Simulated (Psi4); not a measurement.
**SnS (SMILES [S][Sn]): M06-2X/def2-TZVP (core potential)**

What is the energy change on altering one bond length of SnS at M06-2X/def2-TZVP (core potential)? Input form: a Python script.

Program for the calculation: Psi4 1.11.

28 further runs of the same task are left out: 25 that didn't finish, 3 set aside as unsound or not needed.

### Step 1. The molecule

The species is SnS (2 atoms), meant as a singlet with charge 0. SMILES: `[S][Sn]`. Geometry: the measured bond length.

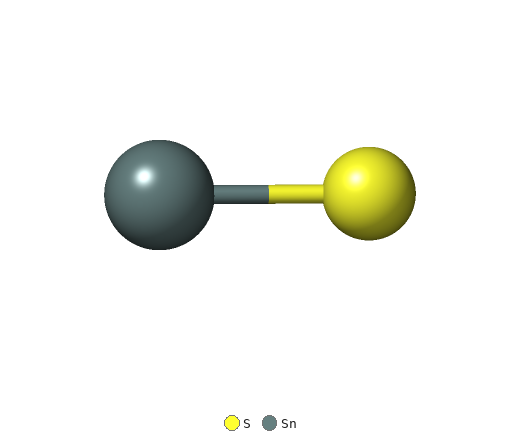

The structure, seen from a chosen angle (sulfur yellow, tin teal).

### Step 2. The energy at M06-2X/def2-TZVP (core potential)

File ssn.py:

```python
import psi4

psi4.set_memory('1600 MB')
psi4.set_num_threads(1)
psi4.core.set_output_file('run.log', False)

geom = psi4.geometry("""
0 1
S      0.000000     0.000000     0.000000
Sn     0.000000     0.000000     2.209026
symmetry c1
""")

psi4.set_options({
    'basis': 'def2-TZVP',
    'puream': True,
    'e_convergence': 1e-09,
    'd_convergence': 1e-08,
    'scf_type': 'pk',
    'dft_radial_points': 99,
    'dft_spherical_points': 590,
})

result, w = psi4.energy("m06-2x", molecule=geom, return_wfn=True)
psi4.oeprop(w, "DIPOLE", "WIBERG_LOWDIN_INDICES", "QUADRUPOLE", title="M06-2X")
print(f'm06-2x energy: {result:.10f} Eh')
for k, v in sorted(psi4.core.scalar_variables().items()):
    print(f'{k:45s} {v:18.10f}')
```

On the command line:

```sh
$ python ssn.py
```

run.log:

```text
[...]
    !!!  WARNING: ECP capability is in beta. Please check occupations closely.  !!!
[...]
  Running in c1 symmetry.
[...]
  Nuclear repulsion =   84.322401889267027
[...]
  Multiplicity = 1
[...]
  Nalpha       = 19
  Nbeta        = 19
[...]
    Number of basis functions: 87
[...]
 WARNING: Atomic UHF is not converging! Try casting from a smaller basis or call Rob at CCMST.
   -------------------------
[...]
   @RKS iter   1:  -612.27070100424919   -1.23691e+00   7.65852e-03 DIIS/ADIIS
[...]
   @RKS iter  12:  -612.46064749979530   -3.41061e-12   5.40469e-09 DIIS
[...]
    Orbital Energies [Eh]
    ---------------------
    Doubly Occupied:
       1A    -89.865247     2A     -8.223975     3A     -6.141183
       4A     -6.140641     5A     -6.140641     6A     -5.351032
       7A     -3.667714     8A     -3.667714     9A     -3.655655
      10A     -1.179678    11A     -1.179674    12A     -1.172424
      13A     -1.168895    14A     -1.168895    15A     -0.740662
      16A     -0.473254    17A     -0.307134    18A     -0.300850
      19A     -0.300850
[...]
  @RKS Final Energy:  -612.46064749979530
   => Energetics <=
    Nuclear Repulsion Energy =             84.3224018892670273
    One-Electron Energy =               -1094.8939989239961506
    Two-Electron Energy =                 419.0316879147677582
    DFT Exchange-Correlation Energy =     -20.9207383798339173
    Empirical Dispersion Energy =           0.0000000000000000
    VV10 Nonlocal Energy =                  0.0000000000000000
    Total Energy =                       -612.4606474997953001
[...]
 Multipole Moments:
 ------------------------------------------------------------------------------------
     Multipole            Electronic (a.u.)      Nuclear  (a.u.)        Total (a.u.)
 ------------------------------------------------------------------------------------
 L = 1.  Multiply by 2.5417464519 to convert [e a0] to [Debye]
 Dipole X            :         -0.0000001            0.0000000           -0.0000001
 Dipole Y            :         -0.0000004            0.0000000           -0.0000004
 Dipole Z            :         34.8831830          -33.3971580            1.4860250
 Magnitude           :                                                    1.4860250
 L = 2.  Multiply by 1.3450342976 to convert [e a0^2] to [Debye ang]
 Quadrupole XX       :        -27.0554886            0.0000000          -27.0554886
 Quadrupole XY       :         -0.0000002            0.0000000           -0.0000002
[...]
```

The script printed:

```text
m06-2x energy: -612.4606474998 Eh
CURRENT ENERGY                                   -612.4606474998
CURRENT REFERENCE ENERGY                         -612.4606474998
DD SOLVATION ENERGY                                 0.0000000000
DFT FUNCTIONAL TOTAL ENERGY                      -612.4606474998
DFT TOTAL ENERGY                                 -612.4606474998
DFT VV10 ENERGY                                     0.0000000000
DFT XC ENERGY                                     -20.9207383798
GRID ELECTRONS ALPHA                               18.9999998380
GRID ELECTRONS BETA                                18.9999998380
GRID ELECTRONS TOTAL                               37.9999996760
NUCLEAR REPULSION ENERGY                           84.3224018893
ONE-ELECTRON ENERGY                             -1094.8939989240
PCM POLARIZATION ENERGY                             0.0000000000
PE ENERGY                                           0.0000000000
SCF ITERATION ENERGY                             -612.4606474998
SCF ITERATIONS                                     12.0000000000
SCF TOTAL ENERGY                                 -612.4606474998
TWO-ELECTRON ENERGY                               419.0316879148
XC GRID RADIAL POINTS                              99.0000000000
XC GRID SPHERICAL POINTS                          590.0000000000
XC GRID TOTAL POINTS                           109442.0000000000
```

It took 6.9 s on 1 thread of Intel Xeon 6975P-C (Granite Rapids), shared host; peak memory 0.9 GiB.

### Step 3. The distorted shape, same level

File ssn.xyz:

```xyz
2
SSn
S      0.000000     0.000000    -2.650874
Sn     0.000000     0.000000     2.209026
```

File run.py:

```python
import psi4

psi4.set_memory(1600000000)
psi4.set_num_threads(1)
psi4.core.set_output_file('psi4.out', False)

with open('ssn.xyz') as f:
    atoms = ''.join(f.readlines()[2:])
geom = psi4.geometry('0 1\n' + atoms + 'symmetry c1\nno_reorient\nno_com')

psi4.set_options({
    'basis': 'def2-TZVP',
    'reference': 'rks',
    'puream': True,
    'e_convergence': 1e-09,
    'd_convergence': 1e-08,
    'scf_type': 'pk',
    'dft_radial_points': 99,
    'dft_spherical_points': 590,
})

energy_value, wavefunction = psi4.energy("m06-2x", return_wfn=True)
print(f'm06-2x energy: {energy_value:.10f} Eh')
```

On the command line:

```sh
$ python run.py
```

psi4.out:

```text
[...]
    !!!  WARNING: ECP capability is in beta. Please check occupations closely.  !!!
[...]
  Running in c1 symmetry.
[...]
  Nuclear repulsion =   38.328026946200545
[...]
  Multiplicity = 1
[...]
  Nalpha       = 19
  Nbeta        = 19
[...]
    Number of basis functions: 87
[...]
 WARNING: Atomic UHF is not converging! Try casting from a smaller basis or call Rob at CCMST.
   -------------------------
[...]
   @RKS iter   1:  -611.51305782510917   -8.78032e-01   8.68067e-03 DIIS/ADIIS
[...]
   @RKS iter  60:  -612.16101352580358    1.78488e-11   3.71236e-09 DIIS
[...]
    Orbital Energies [Eh]
    ---------------------
    Doubly Occupied:
       1A    -89.861368     2A     -8.214327     3A     -6.132287
       4A     -6.132287     5A     -6.128050     6A     -5.428947
       7A     -3.745647     8A     -3.738928     9A     -3.738928
      10A     -1.253714    11A     -1.251560    12A     -1.251560
      13A     -1.245163    14A     -1.245163    15A     -0.663516
      16A     -0.526153    17A     -0.244389    18A     -0.212896
      19A     -0.212895
[...]
  @RKS Final Energy:  -612.16101352580358
   => Energetics <=
    Nuclear Repulsion Energy =             38.3280269462005450
    One-Electron Energy =               -1001.6134207049017277
    Two-Electron Energy =                 371.9447143152033846
    DFT Exchange-Correlation Energy =     -20.8203340823058731
    Empirical Dispersion Energy =           0.0000000000000000
    VV10 Nonlocal Energy =                  0.0000000000000000
    Total Energy =                       -612.1610135258035825
[...]
 Multipole Moments:
 ------------------------------------------------------------------------------------
     Multipole            Electronic (a.u.)      Nuclear  (a.u.)        Total (a.u.)
 ------------------------------------------------------------------------------------
 L = 1.  Multiply by 2.5417464519 to convert [e a0] to [Debye]
 Dipole X            :          0.0000003            0.0000000            0.0000003
 Dipole Y            :          0.0000001            0.0000000            0.0000001
 Dipole Z            :         -7.4708533           11.6871775            4.2163243
 Magnitude           :                                                    4.2163243
[...]
```

On the terminal:

```text
m06-2x energy: -612.1610135258 Eh
```

Run time: 18 s. Hardware: 1 thread of Intel Xeon 6975P-C (Granite Rapids), shared host; peak memory 0.79 GiB.

### Step 4. Summary of results

Level: M06-2X/def2-TZVP (core potential).

| quantity | value |
| --- | --- |
| first shape: total energy | -612.46065 Eh |
| first shape: dipole moment | 3.78 D |
| first shape: HOMO energy | -8.19 eV |
| first shape: LUMO energy | -1.62 eV |
| first shape: HOMO–LUMO gap | 6.56 eV |
| distorted shape: total energy | -612.16101 Eh |
| distorted shape: dipole moment | 10.72 D |
| distorted shape: HOMO energy | -5.79 eV |
| distorted shape: LUMO energy | -4.15 eV |
| distorted shape: HOMO–LUMO gap | 1.64 eV |
| energy change with the S1–Sn2 bond stretched from 2.209 to 4.860 Å | 8.153 eV |

**Reading.** One bond (distorted shape) is far stretched, which a spin-restricted single reference describes badly; a broken-symmetry solution may lie lower. With the S1–Sn2 bond stretched from 2.209 to 4.860 Å the energy rises by 8.15 eV (188 kcal/mol). The first shape isn't relaxed at this level, so the change isn't measured from a minimum. A restricted reference can't describe the breaking bond well at this length.
